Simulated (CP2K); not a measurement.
# doublet CH3BFN− at 4 levels

Wanted: a comparison of 4 runs (AM1, GFN2-xTB, PM3, PM6) of doublet CH3BFN−. 

The calculation is run with CP2K 2026.2.

5 further runs of the same task are left out: 4 that didn't finish, 1 set aside as unsound or not needed.

## 1. The structure to begin with

The species is CH3BFN− (7 atoms), meant as a doublet with charge -1. As SMILES of the parent species, `BN=CF`. The shape is that of a PBE0-D4/def2-TZVP optimisation. That shape belongs to the parent species and isn't relaxed for this state.

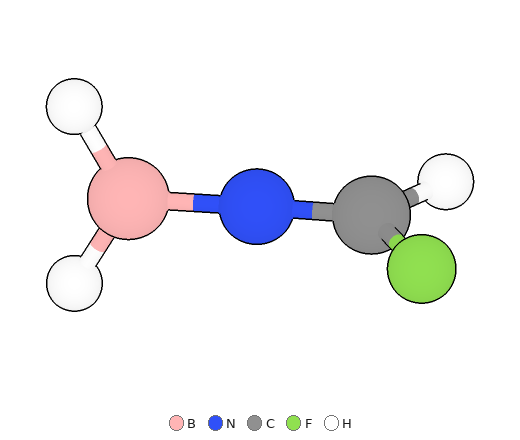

The structure, seen from a chosen angle (boron pink, nitrogen blue, carbon grey, fluorine green, hydrogen white).

## 2. The energy at AM1 (run 1)

Contents of molecule.xyz:

```xyz
7

B     -0.480500     1.089800     0.570900
N      0.018600    -0.008400    -0.066500
C      0.466800    -1.006900    -0.611700
F      0.739900    -2.132000     0.060700
H      0.284400     1.897100     1.009900
H     -1.666300     1.214200     0.659800
H      0.698200    -1.122000    -1.669000
```

Contents of calc.inp:

```
&GLOBAL
  PROJECT_NAME calc
  RUN_TYPE ENERGY
  PRINT_LEVEL MEDIUM
&END GLOBAL

&FORCE_EVAL
  METHOD QUICKSTEP
  &DFT
    CHARGE -1
    MULTIPLICITY 2
    UNRESTRICTED_KOHN_SHAM T
    # Quickstep
    &QS
      METHOD AM1
      EPS_DEFAULT 1.0E-10
      &SE
        &COULOMB
          CUTOFF [angstrom] 50
          RC_RANGE [angstrom] 0
        &END COULOMB
        &EXCHANGE
          CUTOFF [angstrom] 50
          RC_RANGE [angstrom] 0
        &END EXCHANGE
      &END SE
    &END QS
    &POISSON
      PERIODIC NONE
      POISSON_SOLVER ANALYTIC
    &END POISSON
    &SCF
      SCF_GUESS ATOMIC
      EPS_SCF 1.0E-06
      MAX_SCF 40
      &OT
        MINIMIZER DIIS
        PRECONDITIONER FULL_SINGLE_INVERSE
      &END OT
      &OUTER_SCF
        EPS_SCF 1.0E-06
        MAX_SCF 10
      &END OUTER_SCF
    &END SCF
    &PRINT
      &MOMENTS
        PERIODIC F
        REFERENCE COM
        MAX_MOMENT 1
      &END MOMENTS
      &MO_CUBES
        NLUMO 1
        NHOMO -1
        WRITE_CUBE F
      &END MO_CUBES
      &HIRSHFELD OFF
      &END HIRSHFELD
    &END PRINT
  &END DFT
  &SUBSYS
    # box in angstrom
    &CELL
      ABC 10.4 12 10.7
      PERIODIC NONE
    &END CELL
    &TOPOLOGY
      COORD_FILE_NAME molecule.xyz
      COORD_FILE_FORMAT XYZ
      &CENTER_COORDINATES
      &END CENTER_COORDINATES
    &END TOPOLOGY
  &END SUBSYS
&END FORCE_EVAL
```

On the command line:

```
$ OMP_NUM_THREADS=1 cp2k.psmp -i calc.inp > calc.out 2>&1
```

What it wrote:

```text
CP2K| version string:                                       CP2K version 2026.2
[...]
 GLOBAL| Method name                                                        CP2K
[...]
 GLOBAL| Run type                                                         ENERGY
[...]
                             - Atoms:                                          7
[...]
                             - Spherical basis functions:                     19
[...]
 Number of electrons:                                                         12
[...]
     1 OT DIIS     0.80E-01    0.0     0.20451399       -29.8892376504 -2.99E+01
[...]
     6 OT DIIS     0.80E-01    0.0     0.00000083       -34.1837922983 -7.11E-10
  *** SCF run converged in     6 steps ***
  Core-core repulsion energy [eV]:                           1246.76532500484177
  Core Hamiltonian energy [eV]:                             -1542.65040594060929
  Two-electron integral energy [eV]:                        -1268.60642593191483
  Electronic energy [eV]:                                   -2176.95361890656704
  Total energy [eV]:                                         -930.18829390172482
  Atomic reference energy [eV]:                               929.21302606060840
  Heat of formation [kcal/mol]:                               -22.49021248087348
[...]
 SE_DIPOLE| Moment [Debye]         -0.77153068       1.83227462       0.71027676
 SE_DIPOLE| Derivative [a.u.]       0.00000000       0.00000000       0.00000000
 *** WARNING in qs_scf_post_se.F:140 :: Printing of MO cube files not ***
 *** implemented for Semi-Empirical method.                           ***
 ENERGY| Total FORCE_EVAL ( QS ) energy [hartree]            -34.183792298295984
[...]
```

It took 3.3 s on 1 thread of Intel Xeon Platinum 8175M at 2.50GHz (Skylake/Cascade Lake), shared host; peak memory 0.19 GiB.

## 3. The energy at GFN2-xTB (run 2)

Contents of mol.inp:

```
&global
 project_name mol
 run_type ENERGY
 print_level MEDIUM
&end global

&force_eval
 method QUICKSTEP
 &dft
  charge -1
  multiplicity 2
  unrestricted_kohn_sham T
  &qs
   method XTB
   eps_default 1.0E-10
   &xtb
    gfn_type TBLITE
    &tblite
     method GFN2
    &end tblite
    check_atomic_charges F
   &end xtb
  &end qs
  &poisson
   periodic NONE
   poisson_solver ANALYTIC
  &end poisson
  &scf
   scf_guess ATOMIC
   eps_scf 1.0E-06
   max_scf 150
   added_mos 8
   &diagonalization
    algorithm STANDARD
   &end diagonalization
   &mixing
    method DIRECT_P_MIXING
    alpha 0.4
   &end mixing
   &smear ON
    method FERMI_DIRAC
    electronic_temperature [K] 300
    fixed_magnetic_moment 1.0
   &end smear
  &end scf
  &print
   &moments
    periodic F
    reference COM
    max_moment 1
   &end moments
   &mo ON
    energies T
    occupation_numbers T
    ndigits 6
    &each
     qs_scf 0
    &end each
    add_last NUMERIC
   &end mo
   &hirshfeld OFF
   &end hirshfeld
  &end print
 &end dft
 &subsys
  &cell
   abc 14.4 16 14.7
   periodic NONE
  &end cell
  &coord
   B     -0.480500     1.089800     0.570900
   N      0.018600    -0.008400    -0.066500
   C      0.466800    -1.006900    -0.611700
   F      0.739900    -2.132000     0.060700
   H      0.284400     1.897100     1.009900
   H     -1.666300     1.214200     0.659800
   H      0.698200    -1.122000    -1.669000
  &end coord
  &topology
   &center_coordinates
   &end center_coordinates
  &end topology
 &end subsys
&end force_eval
```

On the command line:

```
$ OMP_NUM_THREADS=1 cp2k.psmp -i mol.inp -o mol.out
```

What it wrote:

```text
CP2K| version string:                                       CP2K version 2026.2
[...]
 GLOBAL| Method name                                                        CP2K
[...]
 GLOBAL| Run type                                                         ENERGY
[...]
                             - Atoms:                                          7
[...]
                             - Spherical basis functions:                     19
[...]
 Number of electrons:                                                         12
[...]
  *** SCF run converged in    18 steps ***
[...]
  Fermi energy:                                                 0.03116258586288
[...]
 TB_DIPOLE| Moment [Debye]          0.70725448      -1.68983159      -0.64456413
 TB_DIPOLE| Derivative [a.u.]       0.00000000       0.00000000       0.00000000
[...]
 ENERGY| Total FORCE_EVAL ( QS ) energy [hartree]            -12.671422810056418
[...]
```

Wall time 1.1 s (1 thread of Intel Xeon Platinum 8175M at 2.50GHz (Skylake/Cascade Lake), shared host); peak memory 0.19 GiB.

Run 3 isn't shown in full; the table further down has it.

## 4. A single-point energy at PM6 (run 4)

Contents of gas.inp:

```
&GLOBAL
  PROJECT gas
  RUN_TYPE ENERGY
  PRINT_LEVEL MEDIUM
&END GLOBAL

&FORCE_EVAL
  METHOD QUICKSTEP
  &DFT
    CHARGE -1
    MULTIPLICITY 2
    UKS T
    ! Quickstep
    &QS
      METHOD PM6
      EPS_DEFAULT 1.0E-10
      &SE
        &COULOMB
          CUTOFF [angstrom] 50
          RC_RANGE [angstrom] 0
        &END COULOMB
        &EXCHANGE
          CUTOFF [angstrom] 50
          RC_RANGE [angstrom] 0
        &END EXCHANGE
      &END SE
    &END QS
    &POISSON
      PERIODIC NONE
      POISSON_SOLVER ANALYTIC
    &END POISSON
    &SCF
      SCF_GUESS ATOMIC
      EPS_SCF 1.0E-07
      MAX_SCF 40
      &OT
        MINIMIZER CG
        PRECONDITIONER FULL_SINGLE_INVERSE
      &END OT
      &OUTER_SCF
        EPS_SCF 1.0E-07
        MAX_SCF 10
      &END OUTER_SCF
    &END SCF
    ! extra output
    &PRINT
      &MOMENTS
        PERIODIC F
        REFERENCE COM
        MAX_MOMENT 1
      &END MOMENTS
      &MO_CUBES
        NLUMO 3
        NHOMO -1
        WRITE_CUBE F
      &END MO_CUBES
      &HIRSHFELD OFF
      &END HIRSHFELD
    &END PRINT
  &END DFT
  ! atoms, cell and kinds
  &SUBSYS
    ! box in angstrom
    &CELL
      ABC 10.4 12 10.7
      PERIODIC NONE
    &END CELL
    &COORD
      B     -0.480500     1.089800     0.570900
      N      0.018600    -0.008400    -0.066500
      C      0.466800    -1.006900    -0.611700
      F      0.739900    -2.132000     0.060700
      H      0.284400     1.897100     1.009900
      H     -1.666300     1.214200     0.659800
      H      0.698200    -1.122000    -1.669000
    &END COORD
    &TOPOLOGY
      &CENTER_COORDINATES
      &END CENTER_COORDINATES
    &END TOPOLOGY
  &END SUBSYS
&END FORCE_EVAL
```

On the command line:

```
$ OMP_NUM_THREADS=1 cp2k.psmp -i gas.inp > gas.out 2>&1
```

What it wrote:

```text
CP2K| version string:                                       CP2K version 2026.2
[...]
 GLOBAL| Method name                                                        CP2K
[...]
 GLOBAL| Run type                                                         ENERGY
[...]
                             - Atoms:                                          7
[...]
                             - Spherical basis functions:                     19
[...]
 Number of electrons:                                                         12
[...]
     1 OT CG       0.80E-01    0.0     0.19319885       -27.8809282842 -2.79E+01
[...]
    34 OT CG       0.47E+00    0.0     0.00000008       -31.9291838165 -2.14E-12
  *** SCF run converged in    34 steps ***
  Core-core repulsion energy [eV]:                           1212.13641512469258
  Core Hamiltonian energy [eV]:                             -1443.02020866363091
  Two-electron integral energy [eV]:                        -1275.90696703697563
  Electronic energy [eV]:                                   -2080.97369218211861
  Total energy [eV]:                                         -868.83727705742615
  Atomic reference energy [eV]:                               867.38052656060813
  Heat of formation [kcal/mol]:                               -33.59346717261696
[...]
 SE_DIPOLE| Moment [Debye]         -0.82769971       1.84453132       0.99878090
 SE_DIPOLE| Derivative [a.u.]       0.00000000       0.00000000       0.00000000
 *** WARNING in qs_scf_post_se.F:140 :: Printing of MO cube files not ***
 *** implemented for Semi-Empirical method.                           ***
 ENERGY| Total FORCE_EVAL ( QS ) energy [hartree]            -31.929183816503656
[...]
```

It took 3.6 s on 1 thread of Intel Xeon Platinum 8175M at 2.50GHz (Skylake/Cascade Lake), shared host; peak memory 0.19 GiB.

## 5. The series

```
run     level  iteration cap  solver  energy (Eh)  heat of formation (kcal/mol)  wall time
  1       AM1             40      OT   -34.183792                         -22.5      3.3 s
  2  GFN2-xTB            150    DIAG   -12.671423                             –      1.1 s
  3       PM3             80    DIAG   -30.295531                         -20.8      1.1 s
  4       PM6             40      OT   -31.929184                         -33.6      3.6 s
```

## 6. Results

| quantity | value |
| --- | --- |
| run 4: total energy | -31.92918 Eh |
| run 4: heat of formation | -33.6 kcal/mol |

Force-field and semi-empirical energies have zeros of their own, so their totals don't compare. All runs together took 9.2 s, the longest 3.6 s.
